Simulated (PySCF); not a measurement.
# A workflow on C2H4OSi (SMILES O=C=C[SiH3])

We compute a saddle-point search (HF/6-31G*), then the energy, then the energy (MP2/def2-mTZVPP) of C2H4OSi. 

The calculation is run with PySCF 2.14.0.

## (1) Starting point

C2H4OSi: 8 atoms, total charge 0, spin state singlet. As SMILES, `O=C=C[SiH3]`. The run starts from this shape.

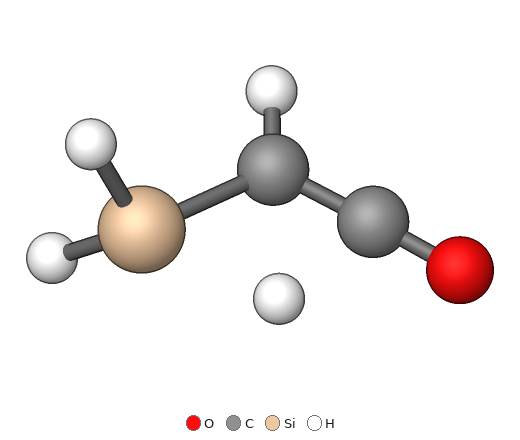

The structure, seen from a chosen angle (oxygen red, carbon grey, silicon light orange, hydrogen white).

## (2) A saddle-point search at HF/6-31G(d) (density fitting, Cartesian functions, max memory mb 1860) (run 1)

Contents of mol.xyz:

```xyz
8

O      1.434400    -1.284900     1.947200
C      1.186900    -0.644700     1.017800
C      0.866900     0.072100    -0.027300
Si    -0.904900     0.278600    -0.507900
H      1.678700     0.527300    -0.583100
H     -1.291100     1.713700    -0.489300
H     -1.142900    -0.245400    -1.878100
H     -0.439907    -0.692255     0.911348
```

Contents of input.py:

```python
from pyscf import gto
from pyscf.geomopt.geometric_solver import kernel as optimise

molecule = gto.Mole()
molecule.atom = 'mol.xyz'
molecule.max_memory = 1860
molecule.cart = True
molecule.basis = '6-31g*'
molecule.verbose = 3
molecule.build()

calc0 = molecule.RHF()
calc0 = calc0.density_fit()
converged, mol_eq = optimise(calc0, maxsteps=60, transition=True, hessian=True)
print('converged:', converged)
print(mol_eq.tostring())

calc0.reset(mol_eq)
molecule = mol_eq
calc0.kernel()
e_tot = calc0.e_tot
print('E(%s) = %.9f' % ('HF', e_tot))
```

On the command line:

```sh
$ OMP_NUM_THREADS=1 python input.py
```

Output:

```text
converged SCF energy = -441.681321000038

maxiter                   60
transition                True
----------------------------------------------------------
 Transition state optimization requested.
Custom engine selected.
Requested bond order-based connectivity but it is not available in the current engine
Bonds will be generated from interatomic distances less than 1.20 times sum of covalent radii
Creating artificial bond to isolated atom: 8-2
24 internal coordinates being used (instead of 24 Cartesians)
Internal coordinate system (atoms numbered from 1):
Distance 1-2
Distance 2-3
Distance 2-8
Distance 3-4
Distance 3-5
Distance 4-6
Distance 4-7
Angle 3-2-8
Angle 2-3-5
Angle 4-3-5
Angle 3-4-6
Angle 3-4-7
Angle 6-4-7
LinearAngleX 1-2-3
LinearAngleY 1-2-3
Out-of-Plane 2-1-8-3
Out-of-Plane 3-2-4-5
Dihedral 8-2-3-4
Dihedral 8-2-3-5
Dihedral 2-3-4-6
Dihedral 2-3-4-7
Dihedral 5-3-4-6
Dihedral 5-3-4-7
Translation-X 1-8
Translation-Y 1-8
Translation-Z 1-8
Rotation-A 1-8
Rotation-B 1-8
[... 6 lines left out ...]
> Will converge when all 5 criteria are reached:
[... 47 lines left out ...]
Step    0 : Gradient = 5.881e-02/1.182e-01 (rms/max) Energy = -441.6813210000
[... 143 lines left out ...]
converged SCF energy = -441.739421679583
[... 153 lines left out ...]
converged SCF energy = -441.770479094553
[... 155 lines left out ...]
converged SCF energy = -441.768571932899
[... 154 lines left out ...]
converged SCF energy = -441.774419798668
[... 153 lines left out ...]
converged SCF energy = -441.795810759509
[... 154 lines left out ...]
converged SCF energy = -441.808983463032
[... 154 lines left out ...]
converged SCF energy = -441.812176630359
[... 153 lines left out ...]
converged SCF energy = -441.811494721637
[... 101 lines left out ...]
Geometry optimization failed to converge in 60 iterations
[... 6 lines left out ...]
converged SCF energy = -441.815607153949
E(HF) = -441.815607154
```

Run time: 93 s. Hardware: 1 thread of Arm Neoverse V1, shared host; peak memory 0.53 GiB.

The run stopped without converging.

## (3) A single-point energy at HF/6-31G(d) (density fitting, Cartesian functions, max memory mb 1860) (run 4)

Contents of start.xyz:

```xyz
8
C2H4OSi
O      1.434400    -1.284900     1.947200
C      1.186900    -0.644700     1.017800
C      0.866900     0.072100    -0.027300
Si    -0.904900     0.278600    -0.507900
H      1.678700     0.527300    -0.583100
H     -1.291100     1.713700    -0.489300
H     -1.142900    -0.245400    -1.878100
H     -1.735900    -0.474000     0.465000
```

Contents of job.py:

```python
from pyscf import gto, scf

mol = gto.Mole()
mol.atom = 'start.xyz'
mol.basis = '6-31g*'
mol.max_memory = 1860
mol.verbose = 3
mol.charge = 0
mol.cart = True
mol.build()

mf = scf.RHF(mol)
mf = mf.density_fit()
mf.kernel()

energy = mf.e_tot
print(f'total energy: {energy:.8f} hartree')
```

On the command line:

```sh
$ OMP_NUM_THREADS=1 python job.py
```

Output:

```text
converged SCF energy = -441.816629944637
total energy: -441.81662994 hartree
```

It took 1.2 s on 1 thread of Arm Neoverse V1, shared host; peak memory 0.12 GiB.

## (4) The energy at MP2/def2-mTZVPP (density fitting with cc-pvqz-jkfit, max memory mb 1860) (run 6)

Contents of job.py:

```python
# O=C=C[SiH3]
from pyscf import gto, mp

molecule = gto.M(
    atom='''
O      1.434400    -1.284900     1.947200
C      1.186900    -0.644700     1.017800
C      0.866900     0.072100    -0.027300
Si    -0.904900     0.278600    -0.507900
H      1.678700     0.527300    -0.583100
H     -1.291100     1.713700    -0.489300
H     -1.142900    -0.245400    -1.878100
H     -1.735900    -0.474000     0.465000
''',
    spin=0,
    charge=0,
    basis='def2-mtzvpp',
    verbose=3,
    max_memory=1860,
)

mf = molecule.RHF()
mf = mf.density_fit(auxbasis='cc-pvqz-jkfit')
mf.kernel()

pt = mp.MP2(mf, frozen=8).run()
etot = pt.e_tot
print('Final energy', etot)
dip = mf.dip_moment()
pop, q = mf.mulliken_pop()
```

On the command line:

```sh
$ OMP_NUM_THREADS=1 python job.py
```

Output:

```text
converged SCF energy = -441.895786649053
E(DFRMP2) = -442.465942429753  E_corr = -0.570155780700331
E(SCS-DFRMP2) = -442.458970724609  E_corr = -0.563184075555777
Final energy -442.4659424297534
Dipole moment(X, Y, Z, Debye):  0.05406,  0.91645, -1.28797
 ** Mulliken pop  **
pop of  0 O 1s            0.79316
pop of  0 O 2s            1.18120
pop of  0 O 3s            0.58588
pop of  0 O 4s            0.96155
pop of  0 O 5s            0.31926
pop of  0 O 2px           0.55439
pop of  0 O 2py           0.64836
pop of  0 O 2pz           0.62966
pop of  0 O 3px           0.62978
pop of  0 O 3py           0.67905
pop of  0 O 3pz           0.63775
pop of  0 O 4px           0.30145
pop of  0 O 4py           0.26807
pop of  0 O 4pz           0.20708
pop of  0 O 3dxy          0.00286
pop of  0 O 3dyz          0.00779
pop of  0 O 3dz^2         0.00725
pop of  0 O 3dxz          0.00573
pop of  0 O 3dx2-y2       0.00264
pop of  0 O 4dxy          0.00260
pop of  0 O 4dyz         -0.00124
pop of  0 O 4dz^2        -0.00862
pop of  0 O 4dxz          0.00689
pop of  0 O 4dx2-y2      -0.00151
pop of  1 C 1s            0.85777
pop of  1 C 2s            1.11899
pop of  1 C 3s            0.59040
pop of  1 C 4s            0.52090
pop of  1 C 5s           -0.01926
pop of  1 C 2px           0.25832
pop of  1 C 2py           0.40337
pop of  1 C 2pz           0.49268
pop of  1 C 3px           0.26498
pop of  1 C 3py           0.34562
pop of  1 C 3pz           0.27140
pop of  1 C 4px           0.05538
pop of  1 C 4py           0.08981
pop of  1 C 4pz           0.05719
pop of  1 C 3dxy          0.01227
pop of  1 C 3dyz          0.02293
pop of  1 C 3dz^2         0.03921
pop of  1 C 3dxz          0.02217
pop of  1 C 3dx2-y2       0.01390
pop of  2 C 1s            0.85385
pop of  2 C 2s            1.12447
pop of  2 C 3s            0.46529
pop of  2 C 4s            0.70126
pop of  2 C 5s            0.04144
pop of  2 C 2px           0.44224
pop of  2 C 2py           0.42293
pop of  2 C 2pz           0.42461
pop of  2 C 3px           0.58643
pop of  2 C 3py           0.54651
pop of  2 C 3pz           0.49172
pop of  2 C 4px           0.11783
pop of  2 C 4py           0.21230
pop of  2 C 4pz           0.14504
pop of  2 C 3dxy          0.00316
pop of  2 C 3dyz          0.00757
pop of  2 C 3dz^2         0.00870
pop of  2 C 3dxz          0.00501
pop of  2 C 3dx2-y2       0.00557
pop of  3 Si 1s           2.00386
pop of  3 Si 2s           0.58353
pop of  3 Si 3s           1.39289
pop of  3 Si 4s           0.82715
pop of  3 Si 5s           0.30190
pop of  3 Si 2px          1.95135
pop of  3 Si 2py          1.95228
pop of  3 Si 2pz          1.95226
pop of  3 Si 3px          0.17336
pop of  3 Si 3py          0.17488
pop of  3 Si 3pz          0.17435
pop of  3 Si 4px          0.38073
pop of  3 Si 4py          0.49178
pop of  3 Si 4pz          0.49389
pop of  3 Si 5px          0.05881
pop of  3 Si 5py          0.15075
pop of  3 Si 5pz          0.15265
pop of  3 Si 3dxy         0.01664
pop of  3 Si 3dyz         0.01451
pop of  3 Si 3dz^2        0.02537
pop of  3 Si 3dxz         0.01903
pop of  3 Si 3dx2-y2      0.02835
pop of  3 Si 4dxy         0.03497
pop of  3 Si 4dyz         0.03183
pop of  3 Si 4dz^2        0.05051
pop of  3 Si 4dxz         0.02927
pop of  3 Si 4dx2-y2      0.03961
pop of  4 H 1s            0.49730
pop of  4 H 2s            0.29845
pop of  4 H 2px           0.00846
pop of  4 H 2py           0.00575
pop of  4 H 2pz           0.00595
pop of  5 H 1s            0.49778
pop of  5 H 2s            0.57239
pop of  5 H 2px           0.00073
pop of  5 H 2py           0.00726
pop of  5 H 2pz           0.00030
pop of  6 H 1s            0.49782
pop of  6 H 2s            0.57235
pop of  6 H 2px           0.00042
pop of  6 H 2py           0.00125
pop of  6 H 2pz           0.00663
pop of  7 H 1s            0.49846
pop of  7 H 2s            0.56887
pop of  7 H 2px           0.00263
pop of  7 H 2py           0.00221
pop of  7 H 2pz           0.00347
 ** Mulliken atomic charges  **
charge of    0O =     -0.42103
charge of    1C =      0.58198
charge of    2C =     -0.60592
charge of    3Si =      0.49347
charge of    4H =      0.18409
charge of    5H =     -0.07847
charge of    6H =     -0.07847
charge of    7H =     -0.07564
```

Wall time 2.4 s (1 thread of Arm Neoverse V1, shared host); peak memory 0.19 GiB.

## (5) Results

| quantity | value |
| --- | --- |
| run 4, HF/6-31G*: total energy | -441.81663 Eh |
| run 4, HF/6-31G*: dipole moment | 1.51 D |
| run 4, HF/6-31G*: HOMO energy | -9.88 eV |
| run 4, HF/6-31G*: LUMO energy | 3.60 eV |
| run 4, HF/6-31G*: HOMO–LUMO gap | 13.48 eV |
| run 6, MP2/def2-mTZVPP: total energy | -442.46594 Eh |
| run 6, MP2/def2-mTZVPP: dipole moment (Hartree–Fock density) | 1.58 D |
| run 6, MP2/def2-mTZVPP: HOMO energy (Hartree–Fock orbitals) | -9.99 eV |
| run 6, MP2/def2-mTZVPP: LUMO energy (Hartree–Fock orbitals) | 3.16 eV |
| run 6, MP2/def2-mTZVPP: HOMO–LUMO gap (Hartree–Fock orbitals) | 13.15 eV |
| run 6, MP2/def2-mTZVPP: correlation energy (8 core orbitals frozen) | -570.2 mEh |
| run 1, HF/6-31G* | no result (not converged) |

In words: Mulliken charges (run 6, MP2/def2-mTZVPP) of the mean-field density run from -0.61 on C3 to +0.58 on C2. 1 of the 3 runs gave no usable result.
